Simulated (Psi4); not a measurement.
# SOF2 (thionyl fluoride), step by step, part 2 of 2

Psi4 1.11.

## Step 4: The energy at MP2/cc-pVTZ (density fitting, density fitting for correlation) (run 3)

f2os.dat reads:

```
memory 1600 mb

molecule {
  0 1
  O
  S 1 1.440481
  F 2 1.640724 1 106.56318
  F 2 1.640725 1 106.56322 3 -97.69142
  symmetry c1
}

set {
  basis cc-pVTZ
  freeze_core true
}

E = energy("mp2")
```

Run with:

```bash
psi4 f2os.dat f2os.out -n 1
```

f2os.out (excerpt; [...] marks lines left out):

```text
[...]
  Running in c1 symmetry.
[...]
  Nuclear repulsion =  188.825940104812901
[...]
  Multiplicity = 1
[...]
  Nalpha       = 21
  Nbeta        = 21
[...]
    Number of basis functions: 124
[...]
   @DF-RHF iter   1:  -671.19020627478676   -3.64497e-01   5.11090e-03 DIIS/ADIIS
[...]
   @DF-RHF iter  12:  -671.34227816617704   -1.54614e-11   5.62608e-09 DIIS
[...]
    Orbital Energies [Eh]
    ---------------------
    Doubly Occupied:
       1A    -92.251450     2A    -26.355193     3A    -26.355179
       4A    -20.618671     5A     -9.222205     6A     -6.903063
       7A     -6.902640     8A     -6.899816     9A     -1.681124
      10A     -1.631395    11A     -1.449625    12A     -0.977586
      13A     -0.796669    14A     -0.774840    15A     -0.753623
      16A     -0.704914    17A     -0.699881    18A     -0.671985
      19A     -0.608038    20A     -0.559383    21A     -0.504735
[...]
  @DF-RHF Final Energy:  -671.34227816617704
   => Energetics <=
    Nuclear Repulsion Energy =            188.8259401048129007
    One-Electron Energy =               -1305.6924090760580839
    Two-Electron Energy =                 445.5241908050682014
    Total Energy =                       -671.3422781661770387
[...]
 Multipole Moments:
 ------------------------------------------------------------------------------------
     Multipole            Electronic (a.u.)      Nuclear  (a.u.)        Total (a.u.)
 ------------------------------------------------------------------------------------
 L = 1.  Multiply by 2.5417464519 to convert [e a0] to [Debye]
 Dipole X            :         -0.3307341            0.8311096            0.5003754
 Dipole Y            :         -0.2890721            0.7264107            0.4373387
 Dipole Z            :          1.5938455           -1.0030989            0.5907466
 Magnitude           :                                                    0.8891694
[...]
```

It took 2.2 s on 1 thread of Intel Xeon 6975P-C (Granite Rapids), shared host; peak memory 0.33 GiB.

## Step 5: The excited states at TD-CAM-B3LYP/pcseg-1 (density fitting, save jk yes) (run 4)

f2os.py reads:

```python
import psi4

psi4.set_memory('1600 MB')
psi4.set_num_threads(1)
psi4.core.set_output_file('run.log', False)

mol = psi4.geometry("""
O
S 1 1.440481
F 2 1.640724 1 106.56318
F 2 1.640725 1 106.56322 3 -97.69142
""")

psi4.set_options({
    'basis': 'pcseg-1',
    'save_jk': True,
})

from psi4.driver.procrouting.response.scf_response import tdscf_excitations
E, wfn = psi4.energy("cam-b3lyp", molecule=mol, return_wfn=True)
states = tdscf_excitations(wfn, states=4, tda=False)
for k, s in enumerate(states, 1):
    print(f"root {k}: {s['EXCITATION ENERGY'] * 27.211386:.4f} eV  f = {s['OSCILLATOR STRENGTH (LEN)']:.4f}  {s['SYMMETRY']}")
print(f'total energy {E:.8f} hartree = {E * 27.211386:.5f} eV')
```

Run with:

```bash
python f2os.py
```

run.log:

```text
=> Loading Basis Set <=

    Name: PCSEG-1
    Role: ORBITAL
    Keyword: BASIS

         ---------------------------------------------------------
                                   SCF
                              RKS Reference
                        1 Threads,   1525 MiB Core
         ---------------------------------------------------------

  ==> Geometry <==

    Molecular point group: c1
    Full point group: C1

    Geometry (in Angstrom), charge = 0, multiplicity = 1:

       Center              X                  Y                   Z               Mass
    ------------   -----------------  -----------------  -----------------  -----------------
         O            0.344434893010     0.301044775164    -1.379196135106    15.994914619570
         S            0.344434893010     0.301044775164     0.061284864894    31.972071174400
         F            0.344434893010    -1.271598971584     0.529010094051    18.998403162730
         F           -1.214060802010     0.511524015287     0.529011477036    18.998403162730

  Running in c1 symmetry.

  Rotational constants: A =      0.26990  B =      0.26386  C =      0.15612 [cm^-1]
  Rotational constants: A =   8091.35999  B =   7910.37345  C =   4680.28560 [MHz]
  Nuclear repulsion =  188.825940104812901

  Charge       = 0
  Multiplicity = 1
  Electrons    = 42
  Nalpha       = 21
  Nbeta        = 21

  ==> Algorithm <==

  SCF Algorithm Type is DF.
  DIIS enabled.
  MOM disabled.
  Fractional occupation disabled.
  Guess Type is SAD.
  Energy threshold   = 1.00e-06
  Density threshold  = 1.00e-06
  Integral threshold = 1.00e-12

  ==> Primary Basis <==

  Basis Set: PCSEG-1
    Blend: PCSEG-1
    Number of shells: 26
    Number of basis functions: 60
    Number of Cartesian functions: 64
    Spherical Harmonics?: true
    Max angular momentum: 2

  ==> DFT Potential <==

   => LibXC <=

    Version 7.1.2

   => Composite Functional: CAM-B3LYP <=

    CAM-B3LYP Hyb-GGA Exchange-Correlation Functional

    Deriv               =              1
    GGA                 =           TRUE
    Meta                =          FALSE

    Exchange Hybrid     =           TRUE
    MP2 Hybrid          =          FALSE

   => Exchange Functionals <=

    0.3500         Becke 88 [omega = 0.3300]
    0.4600   Short-range recipe for B88 functional - erf [omega = 0.3300]

   => Exact (HF) Exchange <=

    0.4600            HF,LR [omega = 0.3300]
    0.1900               HF

   => Correlation Functionals <=

    0.1900   Vosko, Wilk & Nusair (VWN5)
    0.8100   Lee, Yang & Parr

   => LibXC Density Thresholds  <==

    XC_HYB_GGA_XC_CAM_B3LYP:  1.00E-14

   => Molecular Quadrature <=

    Radial Scheme          =       TREUTLER
    Pruning Scheme         =           NONE
    Nuclear Scheme         =       TREUTLER

    Blocking Scheme        =         OCTREE
    BS radius alpha        =              1
    Pruning alpha          =              1
    Radial Points          =             75
    Spherical Points       =            302
    Total Points           =          87082
    Total Blocks           =            706
    Max Points             =            256
    Max Functions          =             59
    Weights Tolerance      =       1.00E-15

   => Loading Basis Set <=

    Name: (PCSEG-1 AUX)
    Role: JKFIT
    Keyword: DF_BASIS_SCF

  ==> Integral Setup <==

  DFHelper Memory: AOs need 0.031 GiB; user supplied 0.988 GiB.
  SCF_SUBTYPE=INCORE selected. In-core MEM_DF algorithm will be used.
  Using in-core AOs.

  ==> MemDFJK: Density-Fitted J/K Matrices <==

    J tasked:                   Yes
    K tasked:                   Yes
    wK tasked:                  Yes
    Omega:                3.300E-01
    Memory [MiB]:              1011
    Algorithm:                 Core
    Schwarz Cutoff:           1E-12
    Mask sparsity (%):       0.3333
    Fitting Condition:        1E-10

   => Auxiliary Basis Set <=

  Basis Set: (PCSEG-1 AUX)
    Blend: DEF2-UNIVERSAL-JKFIT
    Number of shells: 113
    Number of basis functions: 359
    Number of Cartesian functions: 434
    Spherical Harmonics?: true
    Max angular momentum: 4

  Cached 100.0% of DFT collocation blocks in 0.130 [GiB].

  Minimum eigenvalue in the overlap matrix is 2.7194854528E-02.
  Reciprocal condition number of the overlap matrix is 7.9687878840E-03.
    Using symmetric orthogonalization.

  ==> Pre-Iterations <==

  SCF Guess: Superposition of Atomic Densities via on-the-fly atomic UHF (no occupation information).

   -------------------------
    Irrep   Nso     Nmo
   -------------------------
     A         60      60
   -------------------------
    Total      60      60
   -------------------------

  ==> Iterations <==

                           Total Energy        Delta E     RMS |[F,P]|

   @DF-RKS iter SAD:  -672.75940994381483   -6.72759e+02   0.00000e+00
   @DF-RKS iter   1:  -672.71023462187532    4.91753e-02   1.26653e-02 ADIIS/DIIS
   @DF-RKS iter   2:  -672.29236261475899    4.17872e-01   2.14791e-02 ADIIS/DIIS
   @DF-RKS iter   3:  -672.91617687994335   -6.23814e-01   3.18237e-03 ADIIS/DIIS
   @DF-RKS iter   4:  -672.92685273223412   -1.06759e-02   1.05429e-03 ADIIS/DIIS
   @DF-RKS iter   5:  -672.92818313688872   -1.33040e-03   7.34445e-05 DIIS
   @DF-RKS iter   6:  -672.92819377482613   -1.06379e-05   1.33016e-05 DIIS
   @DF-RKS iter   7:  -672.92819427933750   -5.04511e-07   3.05745e-06 DIIS
   @DF-RKS iter   8:  -672.92819432119040   -4.18529e-08   9.06175e-07 DIIS
  Energy and wave function converged.

  ==> Post-Iterations <==

   Electrons on quadrature grid:
      Ntotal   =   41.9999528337 ; deviation = -4.717e-05

    Orbital Energies [Eh]
    ---------------------

    Doubly Occupied:

       1A    -89.198579     2A    -24.796887     3A    -24.796842
       4A    -19.260606     5A     -8.254049     6A     -6.224442
       7A     -6.223964     8A     -6.215294     9A     -1.368957
      10A     -1.313855    11A     -1.201017    12A     -0.815812
      13A     -0.666151    14A     -0.635769    15A     -0.607662
      16A     -0.556984    17A     -0.544275    18A     -0.519658
      19A     -0.490703    20A     -0.461526    21A     -0.415837

    Virtual:

      22A     -0.019436    23A      0.022787    24A      0.098302
      25A      0.270658    26A      0.281761    27A      0.326278
      28A      0.362909    29A      0.582274    30A      0.630622
      31A      0.670626    32A      0.749312    33A      0.810204
      34A      0.911234    35A      0.914854    36A      1.045847
      37A      1.121559    38A      1.125306    39A      1.143558
      40A      1.158174    41A      1.247351    42A      1.269417
      43A      1.561415    44A      1.871538    45A      2.138355
      46A      2.222229    47A      2.230339    48A      2.330057
      49A      2.362871    50A      2.461654    51A      2.472663
      52A      2.475495    53A      2.481361    54A      2.491919
      55A      2.611200    56A      2.621730    57A      2.650143
      58A      2.819699    59A      3.029481    60A      3.050567

    Final Occupation by Irrep:
              A
    DOCC [    21 ]
    NA   [    21 ]
    NB   [    21 ]

  @DF-RKS Final Energy:  -672.92819432119040

   => Energetics <=

    Nuclear Repulsion Energy =            188.8259401048129007
    One-Electron Energy =               -1305.6492441401355791
    Two-Electron Energy =                 485.5079186302157268
    DFT Exchange-Correlation Energy =     -41.6128089160833952
    Empirical Dispersion Energy =           0.0000000000000000
    VV10 Nonlocal Energy =                  0.0000000000000000
    Total Energy =                       -672.9281943211904036

Computation Completed

Properties will be evaluated at   0.000000,   0.000000,   0.000000 [a0]

Properties computed using the SCF density matrix

 Multipole Moments:

 ------------------------------------------------------------------------------------
     Multipole            Electronic (a.u.)      Nuclear  (a.u.)        Total (a.u.)
 ------------------------------------------------------------------------------------

 L = 1.  Multiply by 2.5417464519 to convert [e a0] to [Debye]
 Dipole X            :         -0.3417134            0.8311096            0.4893962
 Dipole Y            :         -0.2986676            0.7264107            0.4277431
 Dipole Z            :          1.4763566           -1.0030989            0.4732576
 Magnitude           :                                                    0.8040184

 ------------------------------------------------------------------------------------

	total time  =          1 seconds =       0.02 minutes

******************************************************************************************
**********                               WARNING                                **********
**********       The names of excited state variables changed between 1.5       **********
**********     and 1.6. For a quick solution, remove the symmetry specifier     **********
**********   from the variable name. For full details, see 'Notes on Psivars'   **********
**********                        in the documentation.                         **********
******************************************************************************************

         ---------------------------------------------------------
                         TDSCF excitation energies
         ---------------------------------------------------------

  ==> Options <==

     Residual threshold  : 1.0000e-04
     Initial guess       : denominators
     Reference           : RHF
     Solver type         : RPA (Hamiltonian)

  ==> Requested Excitations <==

      4 singlet states with A symmetry

  ==> Seeking the lowest 4 singlet states with A symmetry

                        Generalized Hamiltonian Solver

  ==> Options <==

    Max number of iterations        = 60
    Eigenvector tolerance           = 1.0000e-04
    Max number of expansion vectors = 800

  => Iterations <=
                              Max[D[value]]     Max[|R|]   # vectors
  HamiltonianSolver iter   1:   3.16664e-01  1.85195e-01     16
  HamiltonianSolver iter   2:   8.21918e-03  5.48489e-02     24
  HamiltonianSolver iter   3:   4.34725e-04  1.47467e-02     32
  HamiltonianSolver iter   4:   3.28915e-05  3.16530e-03     40
  HamiltonianSolver iter   5:   1.48036e-06  5.61468e-04     48
  HamiltonianSolver iter   6:   5.43328e-08  1.28408e-04     56
  HamiltonianSolver iter   7:   3.26785e-09  4.45285e-05     58      Converged

******************************************************************************************
**********                               WARNING                                **********
**********  Length-gauge rotatory strengths are **NOT** gauge-origin invariant  **********
******************************************************************************************

                                    Excitation Energy         Total Energy        Oscillator Strength             Rotatory Strength
     #   Sym: GS->ES (Trans)        au              eV              au          au (length)    au (velocity)    au (length)    au (velocity)
    ---- -------------------- --------------- --------------- --------------- --------------- --------------- --------------- ---------------
     1        A->A (1 A)       0.23600         6.42180        -672.69220       0.0308          0.0395          0.0000          0.0000
     2        A->A (1 A)       0.27651         7.52433        -672.65168       0.0084          0.0070          0.0000          0.0000
     3        A->A (1 A)       0.30371         8.26441        -672.62448       0.0103          0.0061          0.0000          0.0000
     4        A->A (1 A)       0.31372         8.53683        -672.61447       0.0001          0.0001         -0.0000         -0.0000

Contributing excitations and de-excitations
Only contributions with abs(coeff) > 1.00e-01 will be printed:

Excited State    1 (1 A):   0.23600 au   193.07 nm f = 0.0308
  Sums of squares: Xssq =  1.004706e+00; Yssq =  4.706330e-03; Xssq - Yssq =  1.000000e+00
     19a  ->  22a     0.160450 ( 2.574%)
     21a  ->  22a     0.974158 (94.898%)

Excited State    2 (1 A):   0.27651 au   164.78 nm f = 0.0084
  Sums of squares: Xssq =  1.001287e+00; Yssq =  1.287490e-03; Xssq - Yssq =  1.000000e+00
     20a  ->  22a    -0.661512 (43.760%)
     21a  ->  23a     0.742720 (55.163%)

Excited State    3 (1 A):   0.30371 au   150.02 nm f = 0.0103
  Sums of squares: Xssq =  1.002165e+00; Yssq =  2.164840e-03; Xssq - Yssq =  1.000000e+00
     19a  ->  22a    -0.968393 (93.779%)
     20a  ->  23a     0.130807 ( 1.711%)
     21a  ->  22a     0.149424 ( 2.233%)

Excited State    4 (1 A):   0.31372 au   145.23 nm f = 0.0001
  Sums of squares: Xssq =  1.000905e+00; Yssq =  9.051790e-04; Xssq - Yssq =  1.000000e+00
     19a  ->  22a    -0.134893 ( 1.820%)
     20a  ->  23a    -0.983131 (96.655%)

******************************************************************************************
**********                               WARNING                                **********
**********       The names of excited state variables changed between 1.5       **********
**********     and 1.6. For a quick solution, remove the symmetry specifier     **********
**********   from the variable name. For full details, see 'Notes on Psivars'   **********
**********                        in the documentation.                         **********
******************************************************************************************
```

On the terminal:

```text
root 1: 6.4218 eV  f = 0.0308  A
root 2: 7.5243 eV  f = 0.0084  A
root 3: 8.2644 eV  f = 0.0103  A
root 4: 8.5368 eV  f = 0.0001  A
total energy -672.92819432 hartree = -18311.30885 eV
```

It took 6.9 s on 1 thread of Intel Xeon 6975P-C (Granite Rapids), shared host; peak memory 0.38 GiB.

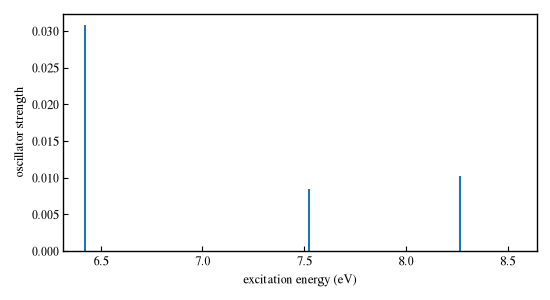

Vertical excitations as sticks.

The roots found:

```
excited state  energy (eV)  strength  label
            1        6.422    0.0308    A 1
            2        7.524    0.0084    A 1
            3        8.264    0.0103    A 1
            4        8.537    0.0001    A 1
```

## Step 6: Summary of results

What follows sums up all 2 parts.

| quantity | value |
| --- | --- |
| run 1, CAM-B3LYP/pcseg-1: total energy at the end | -672.92819 Eh |
| run 1, CAM-B3LYP/pcseg-1: dipole moment | 2.04 D |
| run 1, CAM-B3LYP/pcseg-1: HOMO energy | -11.32 eV |
| run 1, CAM-B3LYP/pcseg-1: LUMO energy | -0.53 eV |
| run 1, CAM-B3LYP/pcseg-1: HOMO–LUMO gap | 10.79 eV |
| run 2, CAM-B3LYP/pcseg-1: lowest harmonic wavenumber | 323 cm⁻¹ |
| run 2, CAM-B3LYP/pcseg-1: highest harmonic wavenumber | 1333 cm⁻¹ |
| run 2, CAM-B3LYP/pcseg-1: zero-point energy | 24.2 kJ/mol |
| run 2, CAM-B3LYP/pcseg-1: ideal-gas entropy at 600 K (symmetry number 1 as used) | 78.5 cal/(mol K) |
| run 3, MP2/cc-pVTZ: total energy | -672.27749 Eh |
| run 3, MP2/cc-pVTZ: HOMO energy (Hartree–Fock orbitals) | -13.73 eV |
| run 3, MP2/cc-pVTZ: LUMO energy (Hartree–Fock orbitals) | 2.43 eV |
| run 3, MP2/cc-pVTZ: HOMO–LUMO gap (Hartree–Fock orbitals) | 16.16 eV |
| run 3, MP2/cc-pVTZ: correlation energy (8 core orbitals frozen) | -935.2 mEh |
| run 4, TD-CAM-B3LYP/pcseg-1: ground-state or mean-field energy | -672.92819 Eh |
| run 4, TD-CAM-B3LYP/pcseg-1: dipole moment (CAM-B3LYP Kohn–Sham density) | 2.04 D |
| run 4, TD-CAM-B3LYP/pcseg-1: HOMO energy (CAM-B3LYP Kohn–Sham orbitals) | -11.32 eV |
| run 4, TD-CAM-B3LYP/pcseg-1: LUMO energy (CAM-B3LYP Kohn–Sham orbitals) | -0.53 eV |
| run 4, TD-CAM-B3LYP/pcseg-1: HOMO–LUMO gap (CAM-B3LYP Kohn–Sham orbitals) | 10.79 eV |
| run 4, TD-CAM-B3LYP/pcseg-1: lowest excitation energy | 6.42 eV |

The optimisation (run 1, CAM-B3LYP/pcseg-1) took 5 steps and changed the energy by -0.104 eV. All 6 modes (run 2, CAM-B3LYP/pcseg-1) are real, so the shape is a minimum at this level. The brightest of the 4 transitions from the ground state lies at 6.42 eV (193 nm, f = 0.031). The basis has no diffuse functions, so Rydberg states are missing or pushed up, and the true lowest state may lie lower.
